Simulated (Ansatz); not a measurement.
**C$_{3}$H$_{2}$F$_{4}$: density, localisation and related maps**

```yaml
atoms:
  - { symbol: F, position_ang: [-1.1002, -1.8118, -0.1937] }
  - { symbol: C, position_ang: [0.1071, -1.1352, -0.1877] }
  - { symbol: C, position_ang: [-0.0194, 0.1704, 0.4842] }
  - { symbol: F, position_ang: [-0.1464, 0.1463, 1.8160] }
  - { symbol: C, position_ang: [-0.0117, 1.3476, -0.1257] }
  - { symbol: F, position_ang: [0.0987, 1.4954, -1.4235] }
  - { symbol: F, position_ang: [-0.1028, 2.4970, 0.4853] }
  - { symbol: H, position_ang: [0.4335, -0.9983, -1.2200] }
  - { symbol: H, position_ang: [0.8299, -1.7577, 0.3481] }
```

Geometry: PBE0-D4/def2-TZVP.

These are results of RKS PBE0-D4/def2-TZVPP in Ansatz 0.2.0, not measurements.

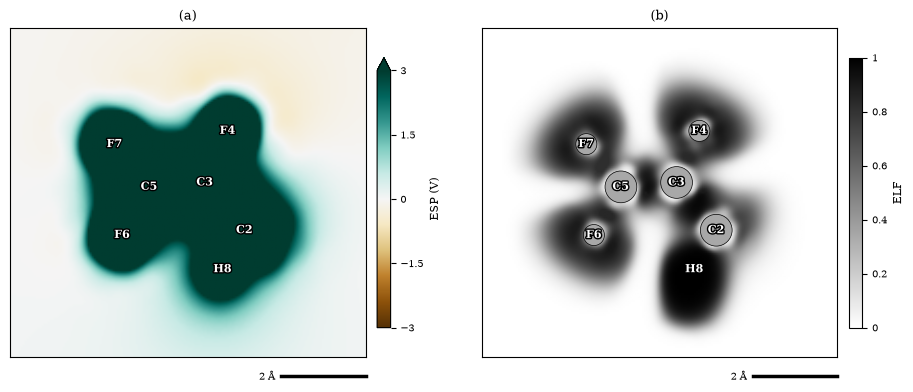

Figure 1. (a) electrostatic potential; (b) ELF on the plane of atoms F4, C3 and C5. Grey discs cover the atomic cores in the ELF map.

### What do the fields say about this system?

Atoms in the plane: C, F and H. C–F (1.31 Å): the ELF peaks at about 0.80 between the atoms; a polar covalent bond. C–C (1.33 Å): the ELF peaks at about 0.95 between the atoms; a short, multiple covalent bond. C–H (1.09 Å): the ELF climbs to about 1 towards the hydrogen, as it does in any bond to H: an ordinary covalent bond to hydrogen. C–C (1.47 Å): the ELF peaks at about 0.95 between the atoms (a covalent bond). The ELF also peaks beside F6, F7 and F4, away from the bonds: lone-pair regions. Outside the dense part of the molecule the potential is most negative (−0.5 V) near F4.

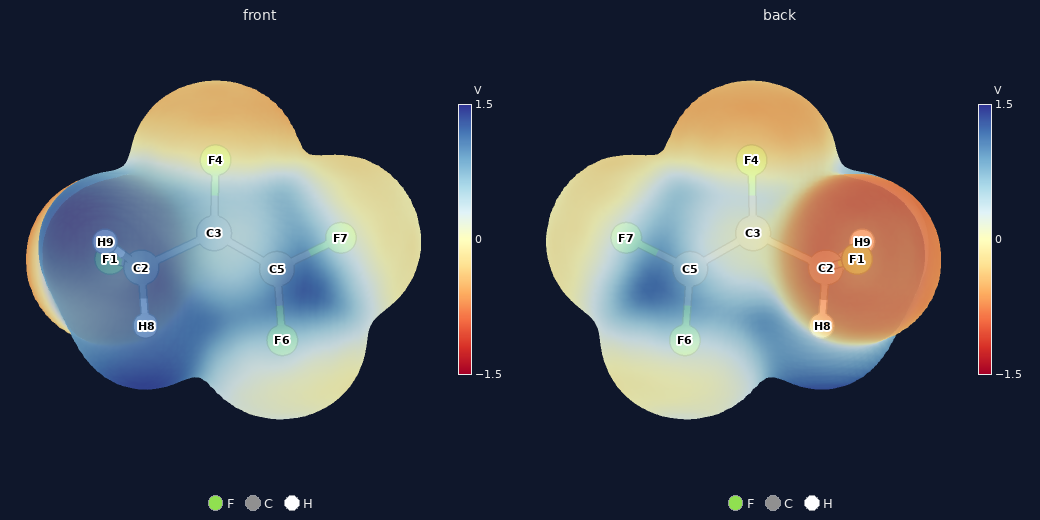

Figure 2. The molecular electrostatic potential painted on the density surface at 0.002 e/bohr³, seen from the front and from behind; red is negative and blue positive.

### Where is the surface potential most negative and most positive?

The most negative region (about −0.9 V) lies over F1, the most positive (about +1.4 V) over H8 and H9.

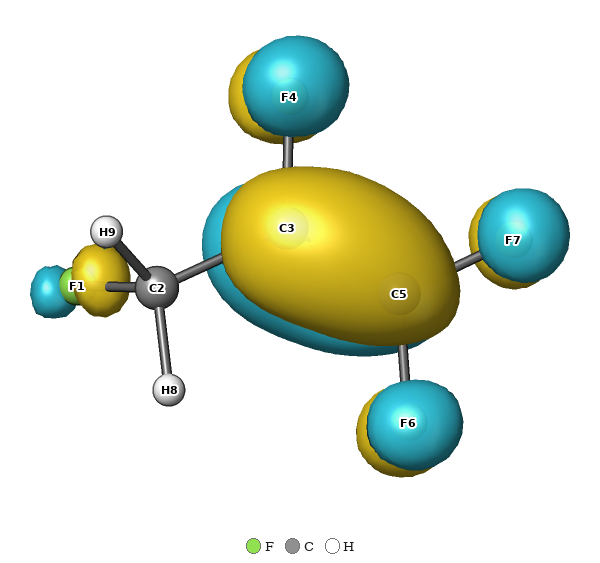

Figure 3. The HOMO at ±0.15 Å⁻³ᐟ² (yellow and cyan are the two phases), seen across its widest extent.

### What is the character of this orbital?

Its weight (Hirshfeld) is mainly on C3 (about 35 %), C5 (about 30 %), F4 (about 15 %), F7 (about 10 %) and F6 (about 10 %); π-bonding across C3–C5. Its energy is −7.77 eV.
